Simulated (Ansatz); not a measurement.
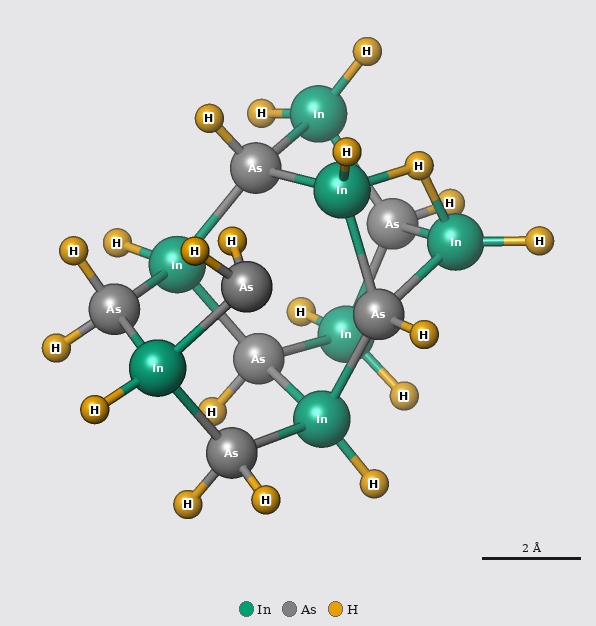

**Figure 1.** The structure as given in the input (ball-and-stick view, seen at a tilt). Sticks mark near contacts. Bond lengths as drawn: As–H 1.53 to 1.54 Å, As–In 2.64 to 2.75 Å and H–In 1.73 to 1.99 Å.

**Molecular dynamics, with input and output: In7As7H20 (part 1 of 4)**

In7As7H20 (In7As7 zinc blende off sphere), computed with RKS PBE/def2-SVP (Ansatz 0.2.0).

The geometry comes from this level: PBE-D4/def2-SVP.

**The program's output**
```
Functional definition: PBE
  name "PBE"
  cite "Perdew, Burke & Ernzerhof, Phys. Rev. Lett. 77, 3865 (1996) doi:10.1103/PhysRevLett.77.3865"
  parent pbe
  parameter kappa = 0.804
  parameter beta = 0.06672455060314922
  exchange = pbe_x(kappa = kappa, mu = beta*pi^2/3)
  correlation = pbe_c(beta = beta)
these checks for a lower state are left out or cut short: starts
3748 factors; integrals over basis functions are off by at most 3.6e-1 eV
mean field evaluation 1: about -462313.6903 eV, gradient 5.1e1 eV
mean field evaluation 2: about -462312.5997 eV, gradient 5.2e1 eV
mean field evaluation 4: about -462320.3616 eV, gradient 5.0e0 eV
mean field evaluation 8: about -462320.4559 eV, gradient 1.8e-1 eV
mean field evaluation 16: about -462320.4560 eV, gradient 4.9e-5 eV
mean field -462320.45604080 eV, -16989.9633874390 hartree, gradient 4.9e-5 eV, S^2 0.000000; 0 other end points of the search recorded, 0 dependent functions left out
the calculation of the forces begins
reference -462320.45615763 eV, -16989.9633917324 hartree; 199, 199 occupied and 307, 307 virtual orbitals, 3748 factors
md step     0: t =     0.00 fs  T =   300.0 K  F+E_penalty+E_count = -462320.45604080 eV  E_kin = 1.240896 eV  conserved = -462319.21514481 eV  (27 SCF iters)
these checks for a lower state are left out or cut short: starts, cluster_reference, orbital_swaps, neighbouring_geometries, increment
3748 factors; integrals over basis functions are off by at most 3.6e-1 eV
mean field -462320.44431198 eV, -16989.9629564130 hartree, gradient 4.0e-5 eV, S^2 0.000000; 0 other end points of the search recorded, 0 dependent functions left out
the calculation of the forces begins
reference -462320.44442894 eV, -16989.9629607112 hartree; 199, 199 occupied and 307, 307 virtual orbitals, 3748 factors
md step     1: t =     0.50 fs  T =   297.2 K  F+E_penalty+E_count = -462320.44431198 eV  E_kin = 1.229283 eV  conserved = -462319.21502888 eV  (26 SCF iters)
[... from here on the SCF iterations and repeated set-up lines of each step are left out, up to the last step ...]
md step     2: t =     1.00 fs  T =   288.8 K  F+E_penalty+E_count = -462320.40940957 eV  E_kin = 1.194686 eV  conserved = -462319.21472404 eV  (26 SCF iters)
md step     3: t =     1.50 fs  T =   276.1 K  F+E_penalty+E_count = -462320.35616389 eV  E_kin = 1.141900 eV  conserved = -462319.21426436 eV  (27 SCF iters)
md step     4: t =     2.00 fs  T =   260.6 K  F+E_penalty+E_count = -462320.29181298 eV  E_kin = 1.078094 eV  conserved = -462319.21371874 eV  (27 SCF iters)
md step     5: t =     2.50 fs  T =   244.6 K  F+E_penalty+E_count = -462320.22494314 eV  E_kin = 1.011768 eV  conserved = -462319.21317540 eV  (26 SCF iters)
md step     6: t =     3.00 fs  T =   230.0 K  F+E_penalty+E_count = -462320.16411742 eV  E_kin = 0.951391 eV  conserved = -462319.21272632 eV  (27 SCF iters)
md step     7: t =     3.50 fs  T =   218.5 K  F+E_penalty+E_count = -462320.11641572 eV  E_kin = 0.903967 eV  conserved = -462319.21244868 eV  (26 SCF iters)
md step     8: t =     4.00 fs  T =   211.3 K  F+E_penalty+E_count = -462320.08621946 eV  E_kin = 0.873834 eV  conserved = -462319.21238587 eV  (26 SCF iters)
md step     9: t =     4.50 fs  T =   208.4 K  F+E_penalty+E_count = -462320.07455952 eV  E_kin = 0.862031 eV  conserved = -462319.21252879 eV  (26 SCF iters)
md step    10: t =     5.00 fs  T =   209.5 K  F+E_penalty+E_count = -462320.07921851 eV  E_kin = 0.866388 eV  conserved = -462319.21283082 eV  (26 SCF iters)
md step    11: t =     5.50 fs  T =   213.3 K  F+E_penalty+E_count = -462320.09546577 eV  E_kin = 0.882250 eV  conserved = -462319.21321563 eV  (26 SCF iters)
md step    12: t =     6.00 fs  T =   218.4 K  F+E_penalty+E_count = -462320.11718614 eV  E_kin = 0.903573 eV  conserved = -462319.21361292 eV  (26 SCF iters)
md step    13: t =     6.50 fs  T =   223.4 K  F+E_penalty+E_count = -462320.13801433 eV  E_kin = 0.924052 eV  conserved = -462319.21396263 eV  (26 SCF iters)
md step    14: t =     7.00 fs  T =   226.8 K  F+E_penalty+E_count = -462320.15227418 eV  E_kin = 0.938043 eV  conserved = -462319.21423107 eV  (26 SCF iters)
md step    15: t =     7.50 fs  T =   227.5 K  F+E_penalty+E_count = -462320.15558472 eV  E_kin = 0.941186 eV  conserved = -462319.21439860 eV  (26 SCF iters)
md step    16: t =     8.00 fs  T =   225.0 K  F+E_penalty+E_count = -462320.14519719 eV  E_kin = 0.930742 eV  conserved = -462319.21445503 eV  (26 SCF iters)
md step    17: t =     8.50 fs  T =   219.0 K  F+E_penalty+E_count = -462320.12014848 eV  E_kin = 0.905746 eV  conserved = -462319.21440236 eV  (26 SCF iters)
md step    18: t =     9.00 fs  T =   209.6 K  F+E_penalty+E_count = -462320.08128517 eV  E_kin = 0.867040 eV  conserved = -462319.21424544 eV  (26 SCF iters)
md step    19: t =     9.50 fs  T =   197.6 K  F+E_penalty+E_count = -462320.03119894 eV  E_kin = 0.817207 eV  conserved = -462319.21399152 eV  (26 SCF iters)
md step    20: t =    10.00 fs  T =   183.8 K  F+E_penalty+E_count = -462319.97403785 eV  E_kin = 0.760373 eV  conserved = -462319.21366490 eV  (13 SCF iters)
md step    21: t =    10.50 fs  T =   169.7 K  F+E_penalty+E_count = -462319.91509186 eV  E_kin = 0.701785 eV  conserved = -462319.21330711 eV  (26 SCF iters)
md step    22: t =    11.00 fs  T =   156.5 K  F+E_penalty+E_count = -462319.86011836 eV  E_kin = 0.647144 eV  conserved = -462319.21297402 eV  (26 SCF iters)
md step    23: t =    11.50 fs  T =   145.5 K  F+E_penalty+E_count = -462319.81444816 eV  E_kin = 0.601723 eV  conserved = -462319.21272514 eV  (26 SCF iters)
md step    24: t =    12.00 fs  T =   137.7 K  F+E_penalty+E_count = -462319.78204553 eV  E_kin = 0.569435 eV  conserved = -462319.21261099 eV  (26 SCF iters)
these checks for a lower state are left out or cut short: starts, cluster_reference, orbital_swaps, neighbouring_geometries, increment
3748 factors; integrals over basis functions are off by at most 3.8e-1 eV
mean field -462319.76476195 eV, -16989.9379834100 hartree, gradient 2.4e-5 eV, S^2 0.000000; 0 other end points of the search recorded, 0 dependent functions left out
the calculation of the forces begins
reference -462319.76488003 eV, -16989.9379877493 hartree; 199, 199 occupied and 307, 307 virtual orbitals, 3748 factors
these checks for a lower state are left out or cut short: starts
3748 factors; integrals over basis functions are off by at most 3.8e-1 eV
mean field -462319.76476195 eV, -16989.9379834100 hartree, gradient 2.4e-5 eV, S^2 0.000000; 0 other end points of the search recorded, 0 dependent functions left out
the calculation of the forces begins
reference -462319.76488003 eV, -16989.9379877493 hartree; 199, 199 occupied and 307, 307 virtual orbitals, 3748 factors
md step    25: t =    12.50 fs  T =   133.5 K  F+E_penalty+E_count = -462319.76476195 eV  E_kin = 0.552114 eV  conserved = -462319.21264844 eV  (13 SCF iters)
```

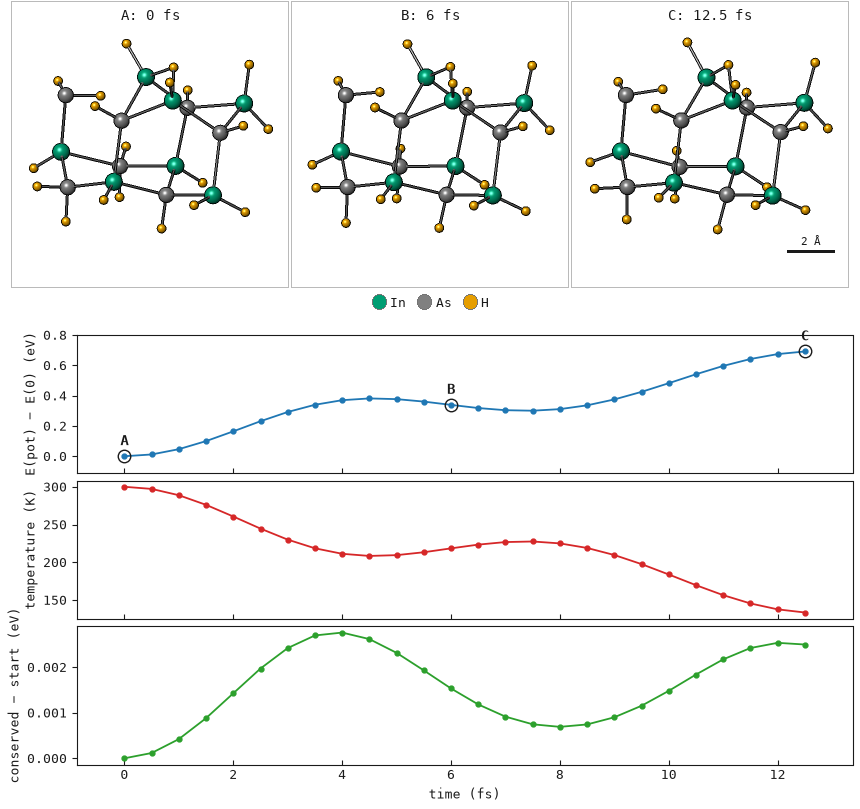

**Figure 2.** Frames of the molecular dynamics (ball-and-stick, seen at a tilt) above the curves, on which the letters mark them. The trajectory kept here has 26 frames over 12.5 fs. The temperature starts at 300 K, ranges from 133 to 300 K and averages 189 K over the second half. The potential energy ends 0.691 eV above its first value. The conserved quantity stays within 0.0028 eV. After an unweighted best fit of the last frame on the first, the root-mean-square displacement is 0.18 Å, and H30 has moved furthest (0.43 Å).

```
Total energy: -462319.76488003 eV, -16989.9379877493 hartree
Atom 0 at     0.535439    -4.182527     0.884888 Å, force     0.604961     0.165024    -0.155041 eV/Å
Atom 1 at    -2.700533     2.785876    -2.261934 Å, force    -0.153690    -0.045825    -0.040573 eV/Å
Atom 2 at     0.928472    -0.672105    -2.200058 Å, force     0.453344    -0.281705    -0.155713 eV/Å
Atom 3 at    -2.532211    -1.104736     0.627066 Å, force     0.338669     0.254612     0.243381 eV/Å
Atom 4 at     0.967451    -0.560297     3.562772 Å, force    -0.049468    -0.124834     0.281476 eV/Å
Atom 5 at     1.263949     1.936628     1.546214 Å, force    -0.099779     0.966079     0.458360 eV/Å
Atom 6 at     4.258222    -1.150965     0.776904 Å, force     0.449767     0.415034     0.663487 eV/Å
Atom 7 at    -3.822581     0.617604    -1.022593 Å, force     0.059348     1.193365     0.855779 eV/Å
Atom 8 at    -0.585762    -2.277959    -0.742448 Å, force    -1.207184    -0.377322    -0.244826 eV/Å
Atom 9 at     2.218144    -2.365101     2.114591 Å, force     0.116232    -0.300497     0.136263 eV/Å
Atom 10 at    -0.747515     1.184164    -3.294277 Å, force    -0.137756     0.705347    -0.213028 eV/Å
Atom 11 at    -1.543470     4.039699    -0.280971 Å, force     1.042072    -0.612799     0.649603 eV/Å
Atom 12 at     2.424621     0.591092    -0.360943 Å, force     0.109792    -0.425447    -0.244618 eV/Å
Atom 13 at    -0.970762     0.576886     2.077874 Å, force    -0.220688    -0.542267    -0.267279 eV/Å
Atom 14 at     1.585693    -5.123687    -0.113668 Å, force     0.012243    -0.088688    -0.094883 eV/Å
Atom 15 at    -0.657776    -4.652748     1.993107 Å, force    -0.402114    -0.104360     0.309823 eV/Å
Atom 16 at    -3.752749     3.627943    -3.411147 Å, force     0.179024    -0.270992     0.100927 eV/Å
Atom 17 at     1.783825    -1.801043    -3.278355 Å, force    -0.126720     0.437971     0.051862 eV/Å
Atom 18 at    -3.773530    -1.789611     1.605555 Å, force    -0.082402    -0.217039     0.094316 eV/Å
Atom 19 at     0.993648    -0.781564     5.288106 Å, force    -0.114879     0.097734    -0.010340 eV/Å
Atom 20 at     1.897397     1.135431     3.233502 Å, force     0.254877    -0.096099    -0.172839 eV/Å
Atom 21 at     1.450508     3.658476     1.919922 Å, force    -0.016589    -0.374257    -0.150499 eV/Å
Atom 22 at     4.745858    -2.205844    -0.463153 Å, force     0.115450    -0.313046    -0.458625 eV/Å
Atom 23 at     5.452272    -0.263397     1.818422 Å, force    -0.593504    -0.242678    -0.322664 eV/Å
Atom 24 at    -4.445572    -0.219689    -2.038515 Å, force    -0.572278    -0.882928    -1.133097 eV/Å
Atom 25 at    -5.186806     1.094284    -0.454540 Å, force     0.385371    -0.173252     0.053274 eV/Å
Atom 26 at    -1.587174    -3.003963    -1.735774 Å, force     0.683285     0.275743     0.344893 eV/Å
Atom 27 at     2.851750    -3.208187     3.260278 Å, force    -0.123933     0.283077    -0.303024 eV/Å
Atom 28 at    -1.457241     0.550439    -4.466211 Å, force    -0.093410    -0.355291    -0.313103 eV/Å
Atom 29 at    -0.145859     2.306198    -4.178833 Å, force     0.262940    -0.397088     0.205224 eV/Å
Atom 30 at    -0.025828     3.450817    -0.463701 Å, force    -1.225310     0.264588    -0.014194 eV/Å
Atom 31 at    -1.185153     5.182189    -1.187701 Å, force     0.132654     0.642595    -0.434644 eV/Å
Atom 32 at     3.087673     1.619283    -1.264488 Å, force     0.111411     0.200454     0.052893 eV/Å
Atom 33 at    -1.851768     1.196767     3.135542 Å, force    -0.091736     0.324793     0.227429 eV/Å
Dipole moment:    -0.749141     0.340234    -0.709724 e Å
Checks for a lower state left out: starts
```

**Trajectory as extended XYZ (Å, eV, eV/Å), 24 of the 26 frames kept, from step=0 to step=25**
```
34
Properties=species:S:1:pos:R:3:forces:R:3 step=0 time_fs=0.0 energy=-462320.45604 temperature=300.0
In    0.5567   -4.1754    0.8816   -0.0025  -0.0667   0.0048
In   -2.7052    2.7707   -2.2758   -0.0319   0.0357  -0.0330
In    0.9314   -0.6651   -2.1782    0.0233  -0.0195  -0.0617
In   -2.5229   -1.0834    0.6577   -0.0528  -0.0329   0.0207
In    0.9667   -0.5707    3.5718    0.0020  -0.0027   0.0639
In    1.2605    1.9702    1.5389    0.0246   0.0381   0.0530
In    4.2363   -1.1659    0.7631    0.0573  -0.0109   0.0024
As   -3.8125    0.6039   -1.0334   -0.0877  -0.0027  -0.0105
As   -0.6155   -2.2750   -0.7293   -0.0302  -0.0786  -0.0408
As    2.1909   -2.3755    2.0904    0.0442  -0.0518   0.0478
As   -0.7115    1.2063   -3.2987    0.0068   0.0186  -0.0889
As   -1.5594    4.0309   -0.2589   -0.0123   0.0904   0.0047
As    2.4363    0.5747   -0.3729    0.0792   0.0373  -0.0341
As   -0.9670    0.5598    2.0668   -0.0317   0.0262   0.0894
H     1.5310   -5.1866   -0.1410    0.0037  -0.0149  -0.0041
H    -0.7128   -4.6148    1.9898   -0.0056  -0.0147   0.0079
H    -3.7595    3.3538   -3.5316   -0.0101   0.0080  -0.0092
H     1.8079   -1.4249   -3.4784    0.0074  -0.0064  -0.0143
H    -3.6579   -2.0005    1.6019   -0.0148  -0.0070   0.0063
H     0.8562   -0.5529    5.3021    0.0010   0.0026   0.0107
H     2.0687    0.9982    3.0352    0.0020   0.0174   0.0069
H     1.4068    3.6641    1.8459    0.0066   0.0183   0.0029
H     4.7580   -2.2163   -0.5185    0.0147  -0.0053  -0.0071
H     5.1614   -0.2376    1.9052    0.0177   0.0031   0.0038
H    -4.5264   -0.2736   -2.0626   -0.0112  -0.0031  -0.0031
H    -5.0809    1.0585   -0.3114   -0.0117   0.0000   0.0009
H    -1.4030   -3.0339   -1.8012   -0.0035  -0.0104  -0.0059
H     2.8727   -3.1674    3.2097    0.0045  -0.0056   0.0067
H    -1.2115    0.5454   -4.5860    0.0029   0.0026  -0.0137
H     0.2479    2.1708   -3.9978    0.0020   0.0034  -0.0126
H    -0.2402    3.3049   -0.6047    0.0012   0.0147   0.0008
H    -1.1730    5.2136   -1.1748    0.0014   0.0071   0.0018
H     3.1681    1.6460   -1.1829    0.0097   0.0080  -0.0051
H    -1.7982    1.3476    3.0782   -0.0063   0.0019   0.0088
34
Properties=species:S:1:pos:R:3:forces:R:3 step=1 time_fs=0.5 energy=-462320.44431 temperature=297.2
In    0.5558   -4.1757    0.8817   -0.0522  -0.0958   0.0644
In   -2.7050    2.7713   -2.2753    0.0038   0.0081   0.0108
In    0.9313   -0.6654   -2.1791    0.0067   0.0010  -0.0137
In   -2.5232   -1.0842    0.6564   -0.0742  -0.0556   0.0654
In    0.9668   -0.5703    3.5714   -0.0126  -0.0241   0.0838
In    1.2606    1.9688    1.5391    0.0078  -0.0184   0.0513
In    4.2372   -1.1651    0.7639    0.0295  -0.1746  -0.1867
As   -3.8128    0.6046   -1.0327   -0.1520  -0.1783  -0.2562
As   -0.6142   -2.2752   -0.7300    0.0317   0.0177   0.1065
As    2.1920   -2.3751    2.0914   -0.0068  -0.0074  -0.0353
As   -0.7128    1.2054   -3.2983   -0.0936  -0.0495  -0.1429
As   -1.5586    4.0310   -0.2598   -0.2201   0.3570  -0.0083
As    2.4358    0.5753   -0.3723    0.0938   0.0386  -0.0634
As   -0.9670    0.5605    2.0672   -0.0939   0.0402   0.1281
H     1.5360   -5.1847   -0.1417   -0.0172  -0.0050   0.0121
H    -0.7193   -4.6194    1.9985    0.0772   0.0137  -0.0684
H    -3.7561    3.3641   -3.5221   -0.0417   0.0205  -0.0516
H     1.8041   -1.4402   -3.4652    0.0386  -0.0221  -0.0643
H    -3.6676   -1.9938    1.6059    0.0247   0.0159  -0.0249
H     0.8631   -0.5629    5.3028   -0.0053   0.0051   0.0050
H     2.0558    1.0008    3.0462    0.0342   0.0329  -0.0100
H     1.4072    3.6553    1.8479    0.0151   0.0985   0.0144
H     4.7626   -2.2251   -0.5261   -0.0332   0.0792   0.0899
H     5.1661   -0.2469    1.8923    0.0876   0.0807   0.0965
H    -4.5336   -0.2827   -2.0741    0.1259   0.1581   0.1831
H    -5.0815    1.0592   -0.3220   -0.0846   0.0230   0.0546
H    -1.4065   -3.0258   -1.7885   -0.0916  -0.1090  -0.1471
H     2.8682   -3.1662    3.2067    0.0521  -0.0539   0.0797
H    -1.2252    0.5447   -4.5875    0.0384   0.0338   0.0665
H     0.2262    2.1776   -4.0049    0.0683   0.0399  -0.0441
H    -0.2479    3.3224   -0.5938    0.2529  -0.1396  -0.0672
H    -1.1690    5.2195   -1.1823   -0.0460  -0.1009   0.0910
H     3.1655    1.6453   -1.1895   -0.0027  -0.0066   0.0198
H    -1.8049    1.3419    3.0843    0.0395  -0.0229  -0.0388
```
